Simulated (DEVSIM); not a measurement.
Structure: Si p-n junction from an implanted or diffused profile, at 300 K.

```tsv
layer (left to right)	material	thickness (μm)	Nd (cm⁻³)	τn (s)	τp (s)
1	Si	38.0	1e15	0.00036	0.00036
```

Added acceptor profile: 7e16 cm⁻³ × exp(−(x − 0 μm)²/(2·(0.049 μm)²)). Left contact: ohmic. Right contact: ohmic. Voltage is applied to the left contact. Recombination: SRH at mid-gap, Auger. Mobility is μmin + (μ − μmin)/(1 + (N/Nref)^α).

The device is made up for the run: typed textbook-type constants, with dimensions and the other settings drawn at random. Values at 300 K.

| parameter | Si |
|---|---|
| gap (eV) | 1.124 |
| affinity (eV) | 4.05 |
| permittivity | 11.7 |
| Nc (cm⁻³) | 2.86e19 |
| Nv (cm⁻³) | 3.1e19 |
| μn (cm²/Vs) | 1417 |
| μp (cm²/Vs) | 470 |
| μn,min | 52 |
| μp,min | 45 |
| Nref,n | 9.7e16 |
| Nref,p | 2.2e17 |
| αn | 0.68 |
| αp | 0.72 |
| Cn (cm⁶/s) | 2.8e-31 |
| Cp (cm⁶/s) | 9.9e-32 |

DEVSIM, 1D drift-diffusion, Boltzmann statistics, complete ionisation; no tunnelling, impact ionisation, image-force lowering or self-heating.

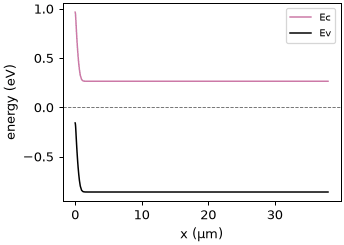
Figure: Band edges at zero bias

Energies count from the Fermi level of the right contact; mesh points crowd at the junctions.

| x (μm) | Ec (eV) | Ev (eV) | n (cm⁻³) | p (cm⁻³) | field (V/cm) |
|---|---|---|---|---|---|
| 0.000 | 0.966 | -0.158 | 1700 | 6.9e16 | -2100 |
| 0.02148 | 0.961 | -0.163 | 2100 | 5.6e16 | -3400 |
| 0.04915 | 0.946 | -0.178 | 3600 | 3.2e16 | -7000 |
| 0.08330 | 0.915 | -0.209 | 12000 | 9.6e15 | -11000 |
| 0.1343 | 0.851 | -0.273 | 140000 | 8.1e14 | -13000 |
| 0.1705 | 0.805 | -0.319 | 870000 | 1.3e14 | -13000 |
| 0.2078 | 0.759 | -0.365 | 5100000 | 2.3e13 | -12000 |
| 0.2717 | 0.685 | -0.439 | 8.9e7 | 1.3e12 | -11000 |
| 0.3879 | 0.567 | -0.557 | 8.5e9 | 1.4e10 | -9200 |
| 0.6422 | 0.382 | -0.742 | 1.1e13 | 1.1e7 | -5300 |
| 1.198 | 0.269 | -0.856 | 8.8e14 | 130000 | -250 |
| 3.165 | 0.265 | -0.859 | 1.0e15 | 120000 | ≈ 0 |
| 6.718 | 0.265 | -0.859 | 1.0e15 | 120000 | ≈ 0 |
| 14.49 | 0.265 | -0.859 | 1.0e15 | 120000 | ≈ 0 |
| 28.89 | 0.265 | -0.859 | 1.0e15 | 120000 | ≈ 0 |
| 33.81 | 0.265 | -0.859 | 1.0e15 | 120000 | ≈ 0 |
| 36.08 | 0.265 | -0.859 | 1.0e15 | 120000 | ≈ 0 |
| 37.13 | 0.265 | -0.859 | 1.0e15 | 120000 | ≈ 0 |
| 37.71 | 0.265 | -0.859 | 1.0e15 | 120000 | ≈ 0 |
| 37.88 | 0.265 | -0.859 | 1.0e15 | 120000 | ≈ 0 |
| 37.96 | 0.265 | -0.859 | 1.0e15 | 120000 | ≈ 0 |
| 38.00 | 0.265 | -0.859 | 1.0e15 | 120000 | ≈ 0 |
